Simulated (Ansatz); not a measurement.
# TlSe3F (built on the sites of a database entry of TlIO3): following an unstable mode, part 2 of 3

Aim: this structure of TlSe3F (built on the sites of a database entry of TlIO3) is to be tested for unstable modes, and one is followed downhill.

Ansatz 0.2.0; DFT PBEsol, scalar-relativistic, plane waves, PAW.

So far, highest frequency on the path or at a solved wavevector (cm⁻¹): step 2 (the dispersion) 310. Also lowest frequency on the path (cm⁻¹): step 2 -52.3.

The structure was built from a prototype and need not be the compound's stable phase.

**5. Energy along the mode, all amplitudes (two of the runs are shown above)**

An imaginary frequency means negative curvature, so the energy should fall and then rise again as anharmonic terms take over.

This step gave:

```yaml
depth_at_the_lowest_point_sampled: 3.233 meV/atom
largest_atomic_shift_at_that_point: 0.32 Å
```

The energy from the parent by largest atomic shift:

```csv
largest atomic shift (Å),energy from the parent (meV/atom)
0.000,0
0.040,-0.091
0.080,-0.356
0.140,-1.01
0.220,-2.13
0.320,-3.23
0.450,-2.53
0.600,3.94
```

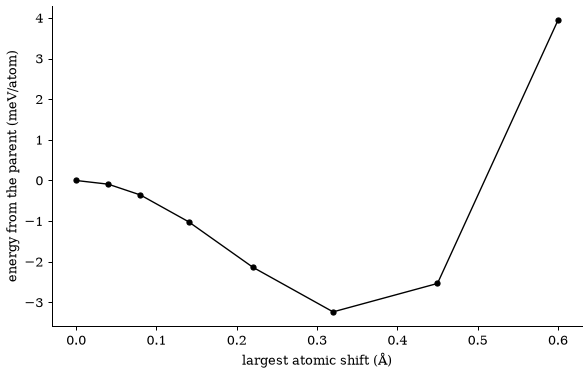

Energy from the parent, plotted against largest atomic shift.

Displacement at unit largest shift by atom:

```csv
atom,x (Å),y (Å),z (Å),size
Tl1,-0.055,0.095,0.000,0.110
Tl2,0.055,-0.095,0.000,0.110
F3,-0.500,0.866,0.000,1.000
F4,0.500,-0.866,0.000,1.000
Se5,0.352,-0.609,0.000,0.703
Se6,-0.352,0.609,0.000,0.703
Se7,0.222,0.400,-0.198,0.498
Se8,-0.222,-0.400,0.198,0.498
Se9,-0.458,0.008,0.198,0.499
Se10,0.458,-0.008,-0.198,0.499
```

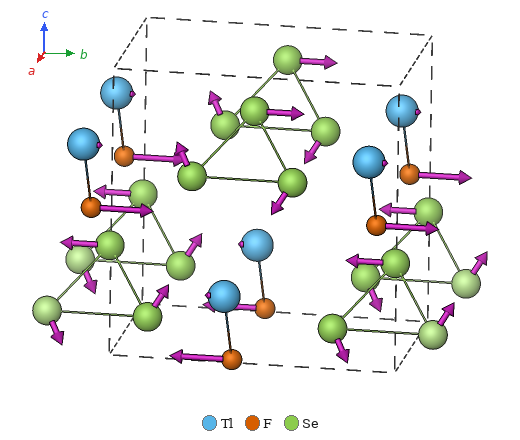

Displacement at unit largest shift as arrows, the longest 1.000 Å. 2×1×1 cells are drawn. Some periodic images of atoms are drawn too.

The lowest of the steps tried is at 0.32 Å, 3.23 meV/atom below the parent; the bottom of the well need not coincide with a step.

**6. Relaxing from the distorted cell**

Starting from the lowest point found, all atoms and the cell are let go, so that strain and other modes of the same symmetry can join in.

input.yaml

```yaml
crystal:
  lattice:
    - [3.4285232222, 1.9794570636, 2.961194869]
    - [-3.4285232222, 5.9383764157, 3.4926e-06]
    - [-3.4285232222, -1.9794622884, 5.9223862454]
  atoms:
    - { symbol: Tl, position: [0.895473117, 0.0051211646, 0.895473117] }
    - { symbol: Tl, position: [0.895473117, 0.4948788354, 0.395473117] }
    - { symbol: F, position: [0.6268922782, 0.0466673228, 0.6268922782] }
    - { symbol: F, position: [0.6268922782, 0.4533326772, 0.1268922782] }
    - { symbol: Se, position: [0.0372437745, -0.0328139016, 0.3890454202] }
    - { symbol: Se, position: [0.0372437745, 0.5328139016, 0.8890454202] }
    - { symbol: Se, position: [0.4030874558, 0.8350968609, 0.1954369618] }
    - { symbol: Se, position: [0.3750033846, 0.3131014934, 0.7308522329] }
    - { symbol: Se, position: [0.3750033846, 0.1868985066, 0.2308522329] }
    - { symbol: Se, position: [0.4030874558, 0.6649031391, 0.6954369618] }
kpoints:
  mp_grid: { grid: [6, 6, 4] }
hamiltonian:
  xc: pbesol
scf:
  occupations: { method: fixed }
output:
  forces: true
  stress: true
  eigenvalues: true
relax:
  adjacent_minimum: "off"
  f_tol: 0.002
  max_steps: 120
  cell: { stress_tol: 0.03 }
```

On the command line:

```
$ ansatz run input.yaml --threads 8 --pin off --max-ram 14336MiB --backend cpu --events-out ev --progress --plain --runs-dir out
```

Numbers of over 12 decimals in the logs are rounded to 6 here.

Output:

```text
[...]
Crystal: 10 atoms, lattice volume = 241.158 Å³
Basis set: ecut = 420 eV, 4717 PW (Γ), exchange–correlation on 72×96×96 points (8 copies of the dense FFT grid, shifted against one another)
Bands: 82, of which v1, the nominal top of the filled ones, is band 68 counted from 1 (67 counted from 0)
Symmetry: 2 space group operations
[...]
k-points: 56 of 144 (time reversal used)
[...]
SCF iter   1: F=—  HF=-56735.222295 eV  |F-HF|=—  |Δ(HF+E_count)|=         —  Δρ=1.20e-2  dr2=3.12e-1  ethr=1.77e-3  ⟨swp⟩=4.3  Hψ=14842  notcnv=0  defer=671
[...]
SCF iter   9: F=-56735.152943 eV  HF=-56735.152943 eV  |F-HF|=1.82e-9  |Δ(HF+E_count)|=   8.76e-8  Δρ=2.09e-6  dr2=1.57e-8  ethr=7.35e-11  ⟨swp⟩=10.7  Hψ=22066  notcnv=0
SCF 1 converged in 9 iterations: F = -56735.152943 eV  dr2 = 1.57e-8
[...]
relax step   1: F+E_penalty+E_count = -56735.15294293 eV  Δ(F+E_penalty+E_count) = +0.000e0 eV  max|allowed force component| = 2.187e-1 eV/Å  Δτ_max = 0.0000 Å  P = -0.236 GPa  Ω = 241.158 Å³  (9 SCF iters, dr2 threshold 1.00e-7 eV, accepted)
Crystal: 10 atoms, lattice volume = 241.889 Å³
Basis set: ecut = 420 eV, 4725 PW (Γ), exchange–correlation on 72×96×96 points (8 copies of the dense FFT grid, shifted against one another)
[...]
iter 1 solved again at ethr=5.45e-4 eV; its pass at ethr=3.10e-3 eV (dr2=7.41e-1 eV) is discarded
[...]
SCF iter   8: F=-56735.170809 eV  HF=-56735.170809 eV  |F-HF|=2.78e-7  |Δ(HF+E_count)|=   2.90e-6  Δρ=1.17e-5  dr2=4.29e-7  ethr=7.35e-10  ⟨swp⟩=10.5  Hψ=23871  notcnv=0
SCF 2 converged in 8 iterations: F = -56735.170809 eV  dr2 = 4.29e-7
relax step   2: F+E_penalty+E_count = -56735.17080945 eV  Δ(F+E_penalty+E_count) = -1.787e-2 eV  max|allowed force component| = 1.562e-1 eV/Å  Δτ_max = 0.1931 Å  P = +0.144 GPa  Ω = 241.889 Å³  energy of the carried Pulay correction = -5.780e-4 eV  (8 SCF iters, dr2 threshold 1.00e-6 eV, accepted)
Crystal: 10 atoms, lattice volume = 241.243 Å³
Basis set: ecut = 420 eV, 4721 PW (Γ), exchange–correlation on 72×96×96 points (8 copies of the dense FFT grid, shifted against one another)
[...]
SCF iter   8: F=-56735.213547 eV  HF=-56735.213547 eV  |F-HF|=1.48e-7  |Δ(HF+E_count)|=   8.90e-7  Δρ=8.37e-6  dr2=1.94e-7  ethr=7.35e-10  ⟨swp⟩=10.6  Hψ=23737  notcnv=0
SCF 3 converged in 8 iterations: F = -56735.213547 eV  dr2 = 1.94e-7
relax step   3: F+E_penalty+E_count = -56735.21354743 eV  Δ(F+E_penalty+E_count) = -4.274e-2 eV  max|allowed force component| = 1.502e-1 eV/Å  Δτ_max = 0.1185 Å  P = +0.115 GPa  Ω = 241.243 Å³  energy of the carried Pulay correction = -6.702e-5 eV  (8 SCF iters, dr2 threshold 1.00e-6 eV, accepted)
[... from here on, the SCF cycles and remarks between the steps are left out ...]
relax step   4: F+E_penalty+E_count = -56735.29782023 eV  Δ(F+E_penalty+E_count) = -8.427e-2 eV  max|allowed force component| = 2.357e-1 eV/Å  Δτ_max = 0.1953 Å  P = -0.296 GPa  Ω = 242.989 Å³  energy of the carried Pulay correction = -1.445e-3 eV  (8 SCF iters, dr2 threshold 1.00e-6 eV, accepted)
relax step   5: F+E_penalty+E_count = -56735.43439965 eV  Δ(F+E_penalty+E_count) = -1.366e-1 eV  max|allowed force component| = 2.587e-1 eV/Å  Δτ_max = 0.1979 Å  P = -0.328 GPa  Ω = 244.551 Å³  energy of the carried Pulay correction = -2.669e-3 eV  (9 SCF iters, dr2 threshold 1.00e-6 eV, accepted)
relax step   6: F+E_penalty+E_count = -56735.60523244 eV  Δ(F+E_penalty+E_count) = -1.708e-1 eV  max|allowed force component| = 3.420e-1 eV/Å  Δτ_max = 0.1921 Å  P = +0.280 GPa  Ω = 245.576 Å³  energy of the carried Pulay correction = -3.469e-3 eV  (9 SCF iters, dr2 threshold 1.00e-6 eV, accepted)
relax step   7: F+E_penalty+E_count = -56735.56336956 eV  Δ(F+E_penalty+E_count) = +4.186e-2 eV  max|allowed force component| = 7.144e-1 eV/Å  Δτ_max = 0.1950 Å  P = +2.466 GPa  Ω = 251.554 Å³  energy of the carried Pulay correction = -8.064e-3 eV  (9 SCF iters, dr2 threshold 1.00e-6 eV, rejected (line search))
relax step   8: F+E_penalty+E_count = -56735.69682396 eV  Δ(F+E_penalty+E_count) = -9.159e-2 eV  max|allowed force component| = 1.423e-1 eV/Å  Δτ_max = 0.0822 Å  P = +0.059 GPa  Ω = 253.716 Å³  energy of the carried Pulay correction = -9.698e-3 eV  (14 SCF iters, accepted)
relax step   9: F+E_penalty+E_count = -56735.73022947 eV  Δ(F+E_penalty+E_count) = -3.341e-2 eV  max|allowed force component| = 1.760e-1 eV/Å  Δτ_max = 0.1000 Å  P = -0.050 GPa  Ω = 256.765 Å³  energy of the carried Pulay correction = -1.198e-2 eV  (8 SCF iters, dr2 threshold 1.00e-6 eV, accepted)
relax step  10: F+E_penalty+E_count = -56735.76471567 eV  Δ(F+E_penalty+E_count) = -3.449e-2 eV  max|allowed force component| = 2.488e-1 eV/Å  Δτ_max = 0.1466 Å  P = +0.222 GPa  Ω = 264.170 Å³  energy of the carried Pulay correction = -1.740e-2 eV  (9 SCF iters, dr2 threshold 1.00e-6 eV, accepted)
relax step  11: F+E_penalty+E_count = -56735.84326452 eV  Δ(F+E_penalty+E_count) = -7.855e-2 eV  max|allowed force component| = 2.432e-1 eV/Å  Δτ_max = 0.2000 Å  P = -0.105 GPa  Ω = 264.983 Å³  energy of the carried Pulay correction = -1.799e-2 eV  (9 SCF iters, dr2 threshold 1.00e-6 eV, accepted)
relax step  12: F+E_penalty+E_count = -56735.91801517 eV  Δ(F+E_penalty+E_count) = -7.475e-2 eV  max|allowed force component| = 2.120e-1 eV/Å  Δτ_max = 0.1958 Å  P = -0.063 GPa  Ω = 262.531 Å³  energy of the carried Pulay correction = -1.622e-2 eV  (9 SCF iters, dr2 threshold 1.00e-6 eV, accepted)
relax step  13: F+E_penalty+E_count = -56736.00444198 eV  Δ(F+E_penalty+E_count) = -8.643e-2 eV  max|allowed force component| = 1.930e-1 eV/Å  Δτ_max = 0.0755 Å  P = -0.118 GPa  Ω = 255.897 Å³  energy of the carried Pulay correction = -1.133e-2 eV  (8 SCF iters, dr2 threshold 1.00e-6 eV, accepted)
relax step  14: F+E_penalty+E_count = -56736.12781566 eV  Δ(F+E_penalty+E_count) = -1.234e-1 eV  max|allowed force component| = 2.895e-1 eV/Å  Δτ_max = 0.1609 Å  P = -0.138 GPa  Ω = 248.944 Å³  energy of the carried Pulay correction = -6.071e-3 eV  (8 SCF iters, dr2 threshold 1.00e-6 eV, accepted)
relax step  15: F+E_penalty+E_count = -56736.19036304 eV  Δ(F+E_penalty+E_count) = -6.255e-2 eV  max|allowed force component| = 1.927e-1 eV/Å  Δτ_max = 0.1842 Å  P = +0.873 GPa  Ω = 239.005 Å³  energy of the carried Pulay correction = +1.714e-3 eV  (8 SCF iters, dr2 threshold 1.00e-6 eV, accepted)
[...]
relax step  59: F+E_penalty+E_count = -56736.63996168 eV  Δ(F+E_penalty+E_count) = -2.805e-3 eV  max|allowed force component| = 1.536e-2 eV/Å  Δτ_max = 0.0256 Å  P = -0.032 GPa  Ω = 247.965 Å³  energy of the carried Pulay correction = -2.306e-3 eV  (7 SCF iters, dr2 threshold 2.00e-7 eV, accepted)
relax step  60: F+E_penalty+E_count = -56736.64068036 eV  Δ(F+E_penalty+E_count) = -7.187e-4 eV  max|allowed force component| = 2.124e-2 eV/Å  Δτ_max = 0.0180 Å  P = -0.013 GPa  Ω = 248.185 Å³  energy of the carried Pulay correction = -2.550e-3 eV  (8 SCF iters, dr2 threshold 5.02e-8 eV, accepted)
relax step  61: F+E_penalty+E_count = -56736.64072403 eV  Δ(F+E_penalty+E_count) = -4.368e-5 eV  max|allowed force component| = 1.972e-2 eV/Å  Δτ_max = 0.0049 Å  P = -0.012 GPa  Ω = 248.298 Å³  energy of the carried Pulay correction = -2.655e-3 eV  (7 SCF iters, dr2 threshold 2.82e-8 eV, accepted)
relax step  62: F+E_penalty+E_count = -56736.64019332 eV  Δ(F+E_penalty+E_count) = +5.307e-4 eV  max|allowed force component| = 2.471e-2 eV/Å  Δτ_max = 0.0156 Å  P = +0.036 GPa  Ω = 248.715 Å³  energy of the carried Pulay correction = -3.042e-3 eV  (8 SCF iters, dr2 threshold 2.43e-8 eV, rejected (line search))
relax step  63: F+E_penalty+E_count = -56736.64078929 eV  Δ(F+E_penalty+E_count) = -6.526e-5 eV  max|allowed force component| = 4.065e-3 eV/Å  Δτ_max = 0.0075 Å  P = -0.000 GPa  Ω = 248.417 Å³  energy of the carried Pulay correction = -2.768e-3 eV  (11 SCF iters, accepted)
relax step  64: F+E_penalty+E_count = -56736.64075682 eV  Δ(F+E_penalty+E_count) = +3.247e-5 eV  max|allowed force component| = 2.618e-3 eV/Å  Δτ_max = 0.0022 Å  P = +0.001 GPa  Ω = 248.472 Å³  energy of the carried Pulay correction = -2.817e-3 eV  (8 SCF iters, dr2 threshold 1.03e-9 eV, accepted)
relax step  65: F+E_penalty+E_count = -56736.64076263 eV  Δ(F+E_penalty+E_count) = -5.811e-6 eV  max|allowed force component| = 1.523e-3 eV/Å  Δτ_max = 0.0014 Å  P = -0.005 GPa  Ω = 248.471 Å³  energy of the carried Pulay correction = -2.817e-3 eV  (8 SCF iters, dr2 threshold 4.28e-10 eV, accepted)
relax step  66: F+E_penalty+E_count = -56736.64880487 eV  Δ(F+E_penalty+E_count) = -8.042e-3 eV  max|allowed force component| = 1.533e-3 eV/Å  Δτ_max = 0.0000 Å  P = +0.027 GPa  Ω = 248.471 Å³  stress off target by 1.31e-1 GPa  SCF on the basis re-selected at this cell (its energy is not comparable with the rows above)  (10 SCF iters)
relax step  67: F+E_penalty+E_count = -56736.64919763 eV  Δ(F+E_penalty+E_count) = -3.928e-4 eV  max|allowed force component| = 1.188e-2 eV/Å  Δτ_max = 0.0110 Å  P = +0.024 GPa  Ω = 248.738 Å³  energy of the carried Pulay correction = -2.374e-4 eV  (8 SCF iters, dr2 threshold 4.28e-8 eV, accepted)
relax step  68: F+E_penalty+E_count = -56736.64908288 eV  Δ(F+E_penalty+E_count) = +1.148e-4 eV  max|allowed force component| = 1.893e-2 eV/Å  Δτ_max = 0.0223 Å  P = -0.036 GPa  Ω = 249.294 Å³  energy of the carried Pulay correction = -7.151e-4 eV  (9 SCF iters, dr2 threshold 1.38e-8 eV, accepted)
relax step  69: F+E_penalty+E_count = -56736.64927994 eV  Δ(F+E_penalty+E_count) = -1.971e-4 eV  max|allowed force component| = 1.579e-2 eV/Å  Δτ_max = 0.0140 Å  P = -0.027 GPa  Ω = 249.393 Å³  energy of the carried Pulay correction = -8.174e-4 eV  (8 SCF iters, dr2 threshold 2.24e-8 eV, accepted)
relax step  70: F+E_penalty+E_count = -56736.64962989 eV  Δ(F+E_penalty+E_count) = -3.499e-4 eV  max|allowed force component| = 5.427e-3 eV/Å  Δτ_max = 0.0037 Å  P = -0.002 GPa  Ω = 249.192 Å³  energy of the carried Pulay correction = -6.549e-4 eV  (7 SCF iters, dr2 threshold 1.56e-8 eV, accepted)
relax step  71: F+E_penalty+E_count = -56736.64974648 eV  Δ(F+E_penalty+E_count) = -1.166e-4 eV  max|allowed force component| = 3.556e-3 eV/Å  Δτ_max = 0.0070 Å  P = +0.002 GPa  Ω = 249.161 Å³  energy of the carried Pulay correction = -6.297e-4 eV  (9 SCF iters, dr2 threshold 1.84e-9 eV, accepted)
relax step  72: F+E_penalty+E_count = -56736.64971581 eV  Δ(F+E_penalty+E_count) = +3.068e-5 eV  max|allowed force component| = 3.191e-3 eV/Å  Δτ_max = 0.0070 Å  P = -0.006 GPa  Ω = 249.231 Å³  energy of the carried Pulay correction = -6.894e-4 eV  (10 SCF iters, dr2 threshold 7.90e-10 eV, accepted)
relax step  73: F+E_penalty+E_count = -56736.64967113 eV  Δ(F+E_penalty+E_count) = +4.467e-5 eV  max|allowed force component| = 1.801e-3 eV/Å  Δτ_max = 0.0035 Å  P = -0.003 GPa  Ω = 249.298 Å³  energy of the carried Pulay correction = -7.432e-4 eV  (9 SCF iters, dr2 threshold 6.36e-10 eV, accepted)
Basis set: ecut = 420 eV, 4901 PW (Γ), exchange–correlation on 54×128×96 points (8 copies of the dense FFT grid, shifted against one another)
[...]
SCF iter   9: F=-56736.650765 eV  HF=-56736.650765 eV  |F-HF|=1.46e-11  |Δ(HF+E_count)|=  1.02e-10  Δρ=3.47e-8  dr2=4.35e-12  ethr=1.00e-12  ⟨swp⟩=10.2  Hψ=23360  notcnv=0
SCF 74 converged in 9 iterations: F = -56736.650765 eV  dr2 = 4.35e-12
relax step  74: F+E_penalty+E_count = -56736.65076499 eV  Δ(F+E_penalty+E_count) = -1.094e-3 eV  max|allowed force component| = 1.739e-3 eV/Å  Δτ_max = 0.0000 Å  P = +0.001 GPa  Ω = 249.298 Å³  stress off target by 1.97e-2 GPa  SCF on the basis re-selected at this cell (its energy is not comparable with the rows above)  (9 SCF iters)
[...]
SCF converged after 9 iterations
Free energy (F): -56736.650765 eV
[...]
Internal energy: -56736.650765 eV  (E = F + TS)
E sigma→0 (E₀):  -56736.650765 eV
Fermi energy:    6.686152 eV
[...]
--- Forces (eV/Å), atoms counted from 1 ---
  atom   1  Tl     0.00048864    -0.00015261     0.00025291
  atom   2  Tl     0.00011215     0.00049948     0.00025291
  atom   3  F     -0.00169077     0.00024050     0.00094954
  atom   4  F     -0.00063711    -0.00158450     0.00094954
  atom   5  Se     0.00116914     0.00133350    -0.00081820
  atom   6  Se     0.00173942     0.00034575    -0.00081820
  atom   7  Se     0.00003246     0.00035056     0.00059079
  atom   8  Se    -0.00082162    -0.00034717    -0.00097495
  atom   9  Se    -0.00071146    -0.00053796    -0.00097495
  atom  10  Se     0.00031982    -0.00014717     0.00059079
  max |Σ_I F_I| component: 6.55e-7 eV/Å
--- Stress (GPa, compression-positive) ---
        0.005594      -0.008119       0.001950
       -0.008119       0.014969       0.001126
        0.001950       0.001126      -0.018670
  P = ⅓ Tr σ = 0.0006 GPa (0.006 kbar)
--- Band table (eV; the first three rows and the last of 56) ---
  k-point 0: bands = [... 64 lower, 5.2906, 5.6779, 5.8328, 5.9269, 7.6636, 7.9658, 8.2539, 8.3398, ... 10 higher]
  k-point 1: bands = [... 64 lower, 5.4442, 5.7752, 5.8839, 5.9360, 7.6015, 7.8593, 8.1011, 8.3058, ... 10 higher]
  k-point 2: bands = [... 64 lower, 5.6637, 5.6637, 6.0889, 6.0889, 7.8085, 7.8085, 8.2065, 8.2065, ... 10 higher]
  k-point 55: bands = [... 64 lower, 5.2629, 5.2629, 6.0274, 6.0274, 7.7049, 7.7049, 8.9025, 8.9025, ... 10 higher]
--- Relaxed structure (70 steps of the walk, 65 accepted, 4 SCFs on fresh bases) ---
  F+E_penalty+E_count = -56736.65076499 eV   max|allowed force component| = 1.739e-3 eV/Å   (the final SCF, on the basis selected at the relaxed cell)
  cell:  # Å, volume = 249.2985 Å³
    - [2.439887, 1.408667, 2.882470]
    - [-4.737621, 8.205800, 4.826166384905767e-6]
    - [-2.693589, -1.555148, 6.156591]
  atoms:
    - { symbol: Tl, position: [1.112672, 0.101498, 0.877943] }
    - { symbol: Tl, position: [1.112672, 0.398502, 0.377943] }
    - { symbol: F, position: [0.712237, -0.0093691, 0.702552] }
    - { symbol: F, position: [0.712237, 0.509369, 0.202552] }
    - { symbol: Se, position: [-0.074324, -0.116209, 0.411335] }
    - { symbol: Se, position: [-0.074324, 0.616209, 0.911335] }
    - { symbol: Se, position: [0.229268, 0.804308, 0.054258] }
    - { symbol: Se, position: [0.357847, 0.441459, 0.791613] }
    - { symbol: Se, position: [0.357847, 0.058541, 0.291613] }
    - { symbol: Se, position: [0.229268, 0.695692, 0.554258] }
```

Run time: 5.5 min. Hardware: 8 threads of AMD EPYC 9R45, shared host; peak memory 1.7 GiB.

[end of part 2 of 3]

[Logs are printed without paths, hosts, clocks, repeated set-up lines and the standing remarks that a program may print on its own settings, such as how far it seeks lower states.]

[Hosts, paths, dates, database ids (printed as entryN), source tags and the programs' standing remarks are cut or masked in the printed files.]
